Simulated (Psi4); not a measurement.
**C3H10Si (trimethylsilane): PBE/cc-pVDZ**

What is the energy change on altering one bond length of C3H10Si (trimethylsilane) at PBE/cc-pVDZ? 

The results are computed with Psi4 1.11.

4 further runs of the same task are left out: 4 that didn't finish.

## 1. Starting point

The species is C3H10Si (14 atoms), meant as a singlet with charge 0. As SMILES, `C[SiH](C)C`. Geometry: relaxed at PBE0-D4/def2-TZVP.

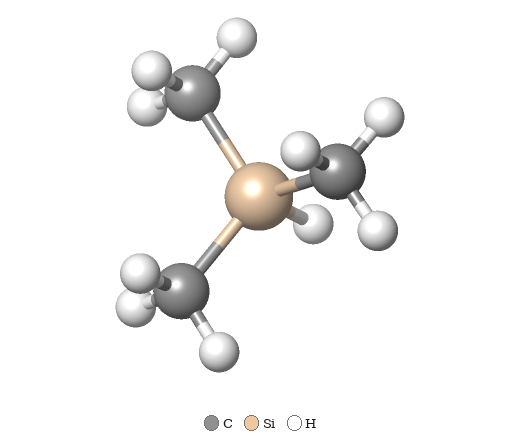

The structure, seen from a chosen angle (carbon grey, silicon light orange, hydrogen white).

## 2. Energy and forces at PBE/cc-pVDZ

Input file calc.py:

```python
import psi4

psi4.set_memory('1600 MB')
psi4.set_num_threads(1)
psi4.core.set_output_file('c3h10si.out', False)

mol = psi4.geometry("""
0 1
C     -0.956800     1.082600    -1.038400
Si    -0.338800    -0.014600     0.348900
C      1.239400     0.684100     1.077800
C     -0.051300    -1.756700    -0.277600
H     -1.888100     0.697200    -1.460900
H     -1.145900     2.098700    -0.683100
H     -0.221600     1.141300    -1.845900
H     -1.379500    -0.059300     1.420400
H      2.029000     0.733500     0.322800
H      1.601800     0.063500     1.901200
H      1.081800     1.694100     1.464300
H     -0.968800    -2.184000    -0.689800
H      0.706900    -1.767300    -1.065700
H      0.291900    -2.413100     0.526000
symmetry c1
no_reorient
no_com
""")

psi4.set_options({
    'basis': 'cc-pVDZ',
    'puream': True,
    'e_convergence': 1e-09,
    'd_convergence': 1e-08,
    'scf_type': 'pk',
    'dft_radial_points': 99,
    'dft_spherical_points': 590,
})

e, wfn = psi4.gradient("pbe", molecule=mol, return_wfn=True)
print('gradient / Eh bohr^-1')
print(e.np.round(6))
print(f'energy = {wfn.energy():.10f} Eh')
for k, v in sorted(psi4.core.scalar_variables().items()):
    print(f'{k:45s} {v:18.10f}')
```

On the command line:

```
$ python calc.py
```

c3h10si.out, shortened:

```text
[...]
  Running in c1 symmetry.
[...]
  Nuclear repulsion =  175.332631854346999
[...]
  Multiplicity = 1
[...]
  Nalpha       = 21
  Nbeta        = 21
[...]
    Number of basis functions: 110
[...]
   @RKS iter   1:  -408.72592524604636    9.46696e-02   1.10283e-02 DIIS/ADIIS
[...]
   @RKS iter  11:  -409.51209349622303   -1.66551e-11   5.64343e-09 DIIS
[...]
    Orbital Energies [Eh]
    ---------------------
    Doubly Occupied:
       1A    -65.401766     2A     -9.872460     3A     -9.872453
       4A     -9.872448     5A     -5.034001     6A     -3.445370
       7A     -3.445004     8A     -3.445003     9A     -0.643958
      10A     -0.610043    11A     -0.610032    12A     -0.422347
      13A     -0.369418    14A     -0.359125    15A     -0.359110
      16A     -0.342413    17A     -0.342399    18A     -0.332886
      19A     -0.263217    20A     -0.260884    21A     -0.260867
[...]
  @RKS Final Energy:  -409.51209349622303
   => Energetics <=
    Nuclear Repulsion Energy =            175.3326318543469995
    One-Electron Energy =                -909.6488131688865906
    Two-Electron Energy =                 365.4258272904475575
    DFT Exchange-Correlation Energy =     -40.6217394721310043
    Empirical Dispersion Energy =           0.0000000000000000
    VV10 Nonlocal Energy =                  0.0000000000000000
    Total Energy =                       -409.5120934962230308
[...]
 Multipole Moments:
 ------------------------------------------------------------------------------------
     Multipole            Electronic (a.u.)      Nuclear  (a.u.)        Total (a.u.)
 ------------------------------------------------------------------------------------
 L = 1.  Multiply by 2.5417464519 to convert [e a0] to [Debye]
 Dipole X            :          6.3168259           -6.1376415            0.1791844
 Dipole Y            :          0.2717419           -0.2641837            0.0075582
 Dipole Z            :         -6.5049030            6.3205670           -0.1843360
 Magnitude           :                                                    0.2571847
[...]
  -Total Gradient:
     Atom            X                  Y                   Z
    ------   -----------------  -----------------  -----------------
       1       -0.000494676172     0.000978798390    -0.001324558371
       2        0.000938466118     0.000012759295    -0.000933669379
       3        0.001490450098     0.000676913457     0.000553185931
       4        0.000274345514    -0.001553290699    -0.000634136895
       5        0.009229154154     0.003703656846     0.004218290237
       6        0.001931586035    -0.010033051231    -0.003406504632
       7       -0.007150370835    -0.000631421412     0.007946244737
       8        0.005477492755     0.000236182531    -0.005645857530
       9       -0.007799547804    -0.000524072108     0.007354454682
      10       -0.003639190587     0.006017478803    -0.008157459447
      11        0.001455237350    -0.009980475897    -0.003889124590
      12        0.009035401784     0.004338184549     0.004066692291
[...]
```

The script printed:

```text
gradient / Eh bohr^-1
[[-4.9500e-04  9.7900e-04 -1.3250e-03]
 [ 9.3800e-04  1.3000e-05 -9.3400e-04]
 [ 1.4900e-03  6.7700e-04  5.5300e-04]
 [ 2.7400e-04 -1.5530e-03 -6.3400e-04]
 [ 9.2290e-03  3.7040e-03  4.2180e-03]
 [ 1.9320e-03 -1.0033e-02 -3.4070e-03]
 [-7.1500e-03 -6.3100e-04  7.9460e-03]
 [ 5.4770e-03  2.3600e-04 -5.6460e-03]
 [-7.8000e-03 -5.2400e-04  7.3540e-03]
 [-3.6390e-03  6.0170e-03 -8.1570e-03]
 [ 1.4550e-03 -9.9800e-03 -3.8890e-03]
 [ 9.0350e-03  4.3380e-03  4.0670e-03]
 [-7.3990e-03  1.8700e-04  7.7150e-03]
 [-3.3490e-03  6.5720e-03 -7.8660e-03]]
energy = -409.5120934962 Eh
CURRENT ENERGY                                   -409.5120934962
CURRENT REFERENCE ENERGY                         -409.5120934962
DD SOLVATION ENERGY                                 0.0000000000
DFT FUNCTIONAL TOTAL ENERGY                      -409.5120934962
DFT TOTAL ENERGY                                 -409.5120934962
DFT VV10 ENERGY                                     0.0000000000
DFT XC ENERGY                                     -40.6217394721
GRID ELECTRONS ALPHA                               20.9999979018
GRID ELECTRONS BETA                                20.9999979018
GRID ELECTRONS TOTAL                               41.9999958037
NUCLEAR REPULSION ENERGY                          175.3326318543
ONE-ELECTRON ENERGY                              -909.6488131689
PCM POLARIZATION ENERGY                             0.0000000000
PE ENERGY                                           0.0000000000
SCF ITERATION ENERGY                             -409.5120934962
SCF ITERATIONS                                     11.0000000000
SCF TOTAL ENERGY                                 -409.5120934962
TWO-ELECTRON ENERGY                               365.4258272904
XC GRID RADIAL POINTS                              99.0000000000
XC GRID SPHERICAL POINTS                          590.0000000000
XC GRID TOTAL POINTS                           767290.0000000000
```

Run time: 1.8 min. Hardware: 1 thread of Intel Xeon Platinum 8259CL at 2.50GHz (Skylake/Cascade Lake), shared host; peak memory 0.68 GiB.

## 3. The distorted shape: the energy at PBE/cc-pVDZ

Input file calc.dat:

```
memory 1.6 GB

molecule {
  C
  Si 1 R2
  C 2 R3 1 A3
  C 2 R4 3 A4 1 D4
  H 1 R5 2 A5 4 D5
  H 1 R6 5 A6 2 D6
  H 1 R7 5 A7 6 D7
  H 2 R8 4 A8 3 D8
  H 3 R9 2 A9 8 D9
  H 3 R10 9 A10 2 D10
  H 3 R11 10 A11 9 D11
  H 4 R12 2 A12 8 D12
  H 4 R13 12 A13 2 D13
  H 4 R14 12 A14 13 D14

  R2 = 2.1546
  R3 = 1.873551
  A3 = 110.33611
  R4 = 1.873518
  A4 = 110.34071
  D4 = 122.18788
  R5 = 1.092867
  A5 = 111.15067
  D5 = 58.89097
  R6 = 1.092912
  A6 = 107.82447
  D6 = -122.0578
  R7 = 1.093627
  A7 = 107.83938
  D7 = -116.20878
  R8 = 1.494378
  A8 = 108.59178
  D8 = -118.91119
  R9 = 1.093587
  A9 = 110.88281
  D9 = 179.99727
  R10 = 1.092916
  A10 = 107.84062
  D10 = 121.89132
  R11 = 1.092849
  A11 = 107.82801
  D11 = -116.21731
  R12 = 1.092841
  A12 = 111.15351
  D12 = 60.07465
  R13 = 1.093655
  A13 = 107.84533
  D13 = -121.73572
  R14 = 1.092895
  A14 = 107.8272
  D14 = -116.20474
  symmetry c1
}

set basis cc-pVDZ
set puream true
set e_convergence 1e-09
set d_convergence 1e-08
set scf_type pk
set dft_radial_points 99
set dft_spherical_points 590

energy("pbe")
```

On the command line:

```
$ psi4 -n 1 calc.dat calc.out
```

calc.out, shortened:

```text
[...]
  Running in c1 symmetry.
[...]
  Nuclear repulsion =  169.593819240698195
[...]
  Multiplicity = 1
[...]
  Nalpha       = 21
  Nbeta        = 21
[...]
    Number of basis functions: 110
[...]
   @RKS iter   1:  -408.73050131171021   -7.25281e-02   1.08845e-02 ADIIS/DIIS
[...]
   @RKS iter  12:  -409.49873889922225   -2.04636e-12   1.86468e-09 DIIS
[...]
    Orbital Energies [Eh]
    ---------------------
    Doubly Occupied:
       1A    -65.418680     2A     -9.879513     3A     -9.877894
       4A     -9.877889     5A     -5.047271     6A     -3.459178
       7A     -3.458477     8A     -3.458178     9A     -0.640203
      10A     -0.614232    11A     -0.597157    12A     -0.424767
      13A     -0.367030    14A     -0.362749    15A     -0.350856
      16A     -0.346205    17A     -0.333974    18A     -0.331022
      19A     -0.270312    20A     -0.267987    21A     -0.242354
[...]
  @RKS Final Energy:  -409.49873889922225
   => Energetics <=
    Nuclear Repulsion Energy =            169.5938192406981955
    One-Electron Energy =                -898.0700730092471531
    Two-Electron Energy =                 359.5287370799666178
    DFT Exchange-Correlation Energy =     -40.5512222106398710
    Empirical Dispersion Energy =           0.0000000000000000
    VV10 Nonlocal Energy =                  0.0000000000000000
    Total Energy =                       -409.4987388992222463
[...]
 Multipole Moments:
 ------------------------------------------------------------------------------------
     Multipole            Electronic (a.u.)      Nuclear  (a.u.)        Total (a.u.)
 ------------------------------------------------------------------------------------
 L = 1.  Multiply by 2.5417464519 to convert [e a0] to [Debye]
 Dipole X            :          0.8759316           -1.1083672           -0.2324356
 Dipole Y            :          0.4836355           -0.6119285           -0.1282931
 Dipole Z            :          0.8236302           -0.6805038            0.1431264
 Magnitude           :                                                    0.3016133
[...]
```

It took 74 s on 1 thread of Intel Xeon Platinum 8259CL at 2.50GHz (Skylake/Cascade Lake), shared host; peak memory 0.67 GiB.

## 4. Summary of results

At PBE/cc-pVDZ:

| quantity | value |
| --- | --- |
| first shape: total energy | -409.51209 Eh |
| first shape: dipole moment | 0.65 D |
| first shape: HOMO energy | -7.10 eV |
| first shape: LUMO energy | 0.94 eV |
| first shape: HOMO–LUMO gap | 8.04 eV |
| first shape: largest force on an atom | 0.556 eV/Å |
| distorted shape: total energy | -409.49874 Eh |
| distorted shape: dipole moment | 0.77 D |
| distorted shape: HOMO energy | -6.59 eV |
| distorted shape: LUMO energy | 0.80 eV |
| distorted shape: HOMO–LUMO gap | 7.40 eV |
| energy change with the C1–Si2 bond stretched from 1.874 to 2.155 Å | 0.363 eV |

In words: With the C1–Si2 bond stretched from 1.874 to 2.155 Å the energy rises by 0.36 eV (35.1 kJ/mol). The first shape isn't relaxed at this level, so the change isn't measured from a minimum. The largest force (first shape) is 0.56 eV/Å: the shape isn't a stationary point for this species at this level.
